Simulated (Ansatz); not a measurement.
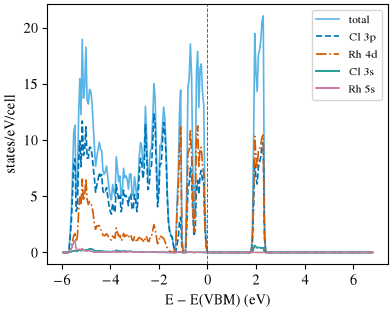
Figure: Total and projected density of states of RhCl3 in space group C2/m (No. 12; Rh on 4g, Cl on 8j, Cl on 4i), r²SCAN+D4 (plane waves, PAW; program Ansatz)

Task: Which orbitals carry the states next to the gap?

Result: Top 1 eV of the valence band: Rh 4d 58 %, Cl 3p 41 %. Bottom 1 eV of the conduction band: Rh 4d 51 %, Cl 3p 44 %. Projections are on Löwdin-orthogonalised atomic valence shells; empty p or d shells of many metals are not among them.

Task: Where is the tallest occupied peak in this window, and what makes it?

Result: Near -5.1 eV, about 19 states/eV per cell; the largest projected share is Cl 3p.

The workflow started from a Materials Project entry (that database holds measured and hypothetical structures alike); the Crystallography Open Database files this formula in space group No. 12, but the cells were not matched. Whether it is the stable phase at ambient conditions was not checked. Symmetry was held in the r²SCAN+D4 relaxation; whether a distortion lowers the energy is not shown. The run is not spin-polarised. Scalar-relativistic: spin–orbit coupling is off unless named, which matters more the heavier the elements.

Potentials: the later of the program's two PAW sets.
